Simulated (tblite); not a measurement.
Run report: C$_{2}$H$_{10}$GeNP, geometry relaxation (part 2 of 2)

C$_{2}$H$_{10}$GeNP, SMILES C[N](C)[GeH2][PH2]; GFN2-xTB geometry optimisation, gas phase (tblite 0.8.0). It belongs to a series of runs on one base structure; here: H on Ge replaced by PH2.

Geometry of the input (Å):
```
C  -1.7432  -0.9381  -0.0386
N  -0.7292  -0.1772  -0.7138
C  -0.8243  1.2380  -0.5219
Ge 0.9332  -0.8622  -0.2380
P  2.5279  0.6822  -0.5842
H  -1.9102  -0.5514  0.9929
H  -2.6902  -0.9120  -0.6440
H  -1.3695  -1.9789  0.0525
H  -1.5732  1.4983  0.2433
H  -1.1113  1.7198  -1.4943
H  0.1297  1.7097  -0.2363
H  0.9069  -1.4166  1.2335
H  1.2069  -2.0917  -1.1413
H  3.8803  0.1775  -0.6079
H  2.3618  1.9104  0.1705
```

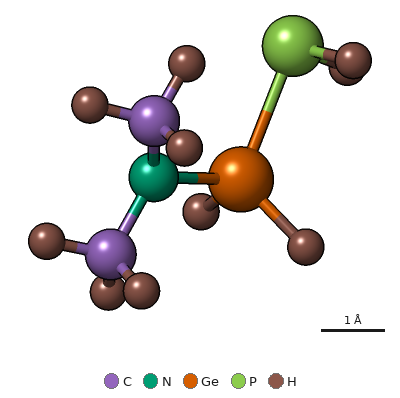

Fig. 1: The geometry at step 79 of the log (ball-and-stick view, seen at a tilt).

**Trajectory as extended XYZ, continued**
```
15
Properties=species:S:1:pos:R:3:forces:R:3 step=44 energy=-455.60882
C    -1.7430   -0.9380   -0.0965    0.0550   0.0270  -0.0200
N    -0.5923   -0.1327   -0.4336   -0.0010   0.0330  -0.0150
C    -0.9006    1.2756   -0.5200    0.0180  -0.0390   0.0070
Ge    1.0910   -0.7741   -0.1382   -0.1000   0.0450  -0.0090
P     2.5592    0.8576   -0.8132   -0.0060   0.0090  -0.0240
H    -2.1385   -0.7091    0.9029    0.0170  -0.0020  -0.0370
H    -2.5379   -0.7642   -0.8291   -0.0030  -0.0430   0.0390
H    -1.4543   -1.9881   -0.1253   -0.0530   0.0010  -0.0020
H    -1.3252    1.6800    0.4079   -0.0110  -0.0500   0.0210
H    -1.6220    1.4443   -1.3257   -0.0070   0.0400   0.0100
H     0.0117    1.8272   -0.7491    0.0140   0.0290  -0.0430
H     1.2343   -1.3206    1.2922    0.0430  -0.0010   0.0020
H     1.1523   -2.0154   -1.0155    0.0200   0.0010   0.0480
H     3.6627    0.0778   -0.5084    0.0450  -0.0240  -0.0020
H     2.5983    1.4878    0.4240   -0.0290  -0.0250   0.0260
15
Properties=species:S:1:pos:R:3:forces:R:3 step=53 energy=-455.61589
C    -1.7436   -0.9418   -0.1210    0.0310   0.0210  -0.0010
N    -0.6003   -0.1345   -0.4818    0.0000  -0.0190  -0.0710
C    -0.9044    1.2780   -0.5216    0.0120  -0.0480   0.0100
Ge    1.0823   -0.7576   -0.1242   -0.0390   0.0040  -0.0450
P     2.5596    0.8634   -0.8012   -0.0150   0.0130  -0.0140
H    -2.1234   -0.6966    0.8802   -0.0160  -0.0300  -0.0250
H    -2.5518   -0.7881   -0.8439    0.0270   0.0110   0.0390
H    -1.4561   -1.9931   -0.1388   -0.0170   0.0300   0.0080
H    -1.2521    1.6624    0.4455    0.0000   0.0180   0.0130
H    -1.6857    1.4717   -1.2623   -0.0160  -0.0310   0.0000
H    -0.0103    1.8256   -0.8228    0.0160   0.0240   0.0280
H     1.2250   -1.2895    1.3110    0.0120   0.0370   0.0370
H     1.1806   -2.0167   -0.9648   -0.0160  -0.0250  -0.0110
H     3.6633    0.0671   -0.5350    0.0090  -0.0090   0.0170
H     2.6125    1.4577    0.4529    0.0120   0.0040   0.0160
15
Properties=species:S:1:pos:R:3:forces:R:3 step=61 energy=-455.61897
C    -1.7404   -0.9407   -0.1313   -0.0010   0.0030   0.0020
N    -0.6012   -0.1396   -0.5177    0.0010  -0.0170   0.0140
C    -0.9048    1.2735   -0.5221    0.0070  -0.0310   0.0070
Ge    1.0805   -0.7563   -0.1369   -0.0070   0.0050  -0.0110
P     2.5629    0.8683   -0.7995   -0.0040  -0.0080  -0.0100
H    -2.1057   -0.6888    0.8734    0.0050  -0.0140  -0.0030
H    -2.5595   -0.7848   -0.8397    0.0040  -0.0020   0.0050
H    -1.4605   -1.9936   -0.1442   -0.0060   0.0160  -0.0170
H    -1.2407    1.6379    0.4574    0.0010   0.0060   0.0070
H    -1.6985    1.4754   -1.2471    0.0010   0.0090  -0.0080
H    -0.0144    1.8298   -0.8199   -0.0060   0.0140   0.0010
H     1.2352   -1.2448    1.3152   -0.0100   0.0140   0.0130
H     1.1711   -2.0361   -0.9481   -0.0020   0.0080   0.0050
H     3.6585    0.0614   -0.5306    0.0190  -0.0020   0.0010
H     2.6130    1.4463    0.4638   -0.0020  -0.0020  -0.0040
15
Properties=species:S:1:pos:R:3:forces:R:3 step=70 energy=-455.61983
C    -1.7398   -0.9433   -0.1372   -0.0030  -0.0030  -0.0120
N    -0.6019   -0.1404   -0.5236    0.0050  -0.0140   0.0070
C    -0.9063    1.2722   -0.5181    0.0120  -0.0120  -0.0030
Ge    1.0797   -0.7529   -0.1352    0.0010   0.0080  -0.0060
P     2.5701    0.8630   -0.8058   -0.0140  -0.0110  -0.0030
H    -2.0987   -0.7033    0.8732    0.0140  -0.0180  -0.0200
H    -2.5622   -0.7778   -0.8394   -0.0070   0.0070   0.0090
H    -1.4631   -1.9965   -0.1678    0.0020   0.0120   0.0010
H    -1.2295    1.6318    0.4675   -0.0160   0.0120  -0.0060
H    -1.7058    1.4772   -1.2357   -0.0130   0.0090   0.0110
H    -0.0204    1.8311   -0.8237    0.0130   0.0120   0.0040
H     1.2224   -1.2119    1.3278    0.0050  -0.0090  -0.0020
H     1.1682   -2.0402   -0.9339    0.0000  -0.0010   0.0220
H     3.6688    0.0599   -0.5336   -0.0060  -0.0070   0.0010
H     2.6142    1.4391    0.4582    0.0080   0.0160  -0.0030
15
Properties=species:S:1:pos:R:3:forces:R:3 step=79 energy=-455.62210
C    -1.7350   -0.9518   -0.1622    0.0090   0.0050  -0.0060
N    -0.6015   -0.1341   -0.5301    0.0030   0.0060  -0.0090
C    -0.9106    1.2782   -0.5034   -0.0040  -0.0090   0.0040
Ge    1.0764   -0.7445   -0.1184   -0.0100  -0.0020   0.0320
P     2.5801    0.8371   -0.8374   -0.0150   0.0140   0.0060
H    -2.0600   -0.7791    0.8721   -0.0140   0.0010   0.0010
H    -2.5770   -0.7384   -0.8261   -0.0020   0.0190  -0.0040
H    -1.4662   -2.0016   -0.2698    0.0110  -0.0110   0.0060
H    -1.2412    1.6279    0.4844    0.0140  -0.0290  -0.0110
H    -1.7093    1.4916   -1.2198    0.0000   0.0010  -0.0010
H    -0.0253    1.8450   -0.7978    0.0030  -0.0050   0.0040
H     1.2116   -1.1499    1.3615    0.0100   0.0020   0.0080
H     1.1579   -2.0688   -0.8543   -0.0090   0.0220  -0.0100
H     3.6714    0.0363   -0.5319   -0.0020  -0.0090   0.0030
H     2.6242    1.4601    0.4056    0.0060  -0.0030  -0.0210
15
Properties=species:S:1:pos:R:3:forces:R:3 step=88 energy=-455.62285
C    -1.7338   -0.9542   -0.1715    0.0040   0.0030  -0.0060
N    -0.6003   -0.1347   -0.5344    0.0020   0.0040  -0.0010
C    -0.9104    1.2768   -0.4997    0.0000  -0.0040   0.0030
Ge    1.0742   -0.7400   -0.1025   -0.0040   0.0010   0.0060
P     2.5773    0.8301   -0.8454   -0.0010   0.0040  -0.0020
H    -2.0539   -0.7987    0.8671   -0.0070   0.0100   0.0050
H    -2.5783   -0.7252   -0.8266   -0.0050   0.0000  -0.0100
H    -1.4670   -2.0025   -0.2973   -0.0020  -0.0150   0.0000
H    -1.2366    1.6177    0.4917   -0.0010   0.0020   0.0050
H    -1.7117    1.4941   -1.2118   -0.0010  -0.0030   0.0000
H    -0.0266    1.8455   -0.7944    0.0040  -0.0020   0.0070
H     1.2106   -1.1345    1.3806    0.0030   0.0030  -0.0010
H     1.1519   -2.0644   -0.8355    0.0050  -0.0010   0.0000
H     3.6658    0.0271   -0.5349    0.0030  -0.0020  -0.0020
H     2.6343    1.4709    0.3871    0.0010   0.0000  -0.0050
15
Properties=species:S:1:pos:R:3:forces:R:3 step=96 energy=-455.62314
C    -1.7363   -0.9553   -0.1759   -0.0090   0.0120  -0.0020
N    -0.5996   -0.1370   -0.5325   -0.0050   0.0030   0.0010
C    -0.9099    1.2745   -0.4937    0.0010   0.0010   0.0070
Ge    1.0751   -0.7392   -0.0981    0.0000   0.0020   0.0100
P     2.5758    0.8263   -0.8529   -0.0010   0.0160   0.0000
H    -2.0628   -0.7928    0.8600   -0.0020  -0.0170   0.0020
H    -2.5768   -0.7239   -0.8356    0.0000  -0.0030  -0.0150
H    -1.4741   -2.0058   -0.2991    0.0050   0.0180   0.0140
H    -1.2444    1.6119    0.4966   -0.0010  -0.0110  -0.0060
H    -1.7049    1.4952   -1.2122    0.0070   0.0000   0.0070
H    -0.0226    1.8440   -0.7764   -0.0010   0.0010  -0.0040
H     1.2183   -1.1281    1.3859   -0.0010   0.0020  -0.0010
H     1.1573   -2.0633   -0.8286   -0.0010  -0.0170  -0.0030
H     3.6646    0.0249   -0.5397    0.0050  -0.0020   0.0000
H     2.6357    1.4767    0.3746    0.0030  -0.0050  -0.0090
15
Properties=species:S:1:pos:R:3:forces:R:3 step=105 energy=-455.62358
C    -1.7420   -0.9558   -0.1871    0.0020   0.0000  -0.0010
N    -0.5995   -0.1385   -0.5275   -0.0030   0.0000   0.0000
C    -0.9087    1.2729   -0.4817   -0.0020  -0.0050   0.0060
Ge    1.0763   -0.7376   -0.0902   -0.0020   0.0090   0.0280
P     2.5742    0.8235   -0.8645   -0.0100   0.0110   0.0060
H    -2.0851   -0.7940    0.8438    0.0050  -0.0040  -0.0110
H    -2.5719   -0.7255   -0.8614    0.0110  -0.0040   0.0020
H    -1.4778   -2.0062   -0.3042    0.0070   0.0060   0.0050
H    -1.2436    1.6034    0.5105    0.0010   0.0030  -0.0010
H    -1.7039    1.4975   -1.1982   -0.0040   0.0020  -0.0040
H    -0.0220    1.8438   -0.7625    0.0050   0.0050   0.0030
H     1.2253   -1.1107    1.3989   -0.0030   0.0060  -0.0140
H     1.1621   -2.0701   -0.8051   -0.0090  -0.0110  -0.0070
H     3.6640    0.0219   -0.5557    0.0050  -0.0030   0.0000
H     2.6483    1.4834    0.3575   -0.0030  -0.0140  -0.0120
15
Properties=species:S:1:pos:R:3:forces:R:3 step=114 energy=-455.62410
C    -1.7404   -0.9591   -0.2044   -0.0010  -0.0010  -0.0010
N    -0.5961   -0.1349   -0.5190   -0.0030   0.0020   0.0000
C    -0.9077    1.2753   -0.4633   -0.0040   0.0020   0.0040
Ge    1.0758   -0.7352   -0.0743    0.0000  -0.0010  -0.0060
P     2.5660    0.8145   -0.8847   -0.0010   0.0020   0.0060
H    -2.1081   -0.7991    0.8179    0.0020  -0.0020  -0.0020
H    -2.5558   -0.7360   -0.8982    0.0010   0.0020   0.0000
H    -1.4652   -2.0072   -0.3144    0.0000  -0.0020   0.0050
H    -1.2499    1.5970    0.5294   -0.0010  -0.0010  -0.0010
H    -1.6979    1.5056   -1.1835    0.0010   0.0010  -0.0020
H    -0.0191    1.8499   -0.7316   -0.0020   0.0010  -0.0010
H     1.2329   -1.0808    1.4189    0.0000   0.0000   0.0030
H     1.1453   -2.0811   -0.7674    0.0010   0.0030   0.0010
H     3.6606    0.0162   -0.5839    0.0010  -0.0030  -0.0010
H     2.6553    1.4829    0.3310    0.0040  -0.0020  -0.0040
```

**Summary**

| quantity | value |
| --- | --- |
| outcome | converged |
| total energy | −455.6241 eV |
| hardware | 1 CPU thread, shared host |
| peak memory | 0.18 GiB |
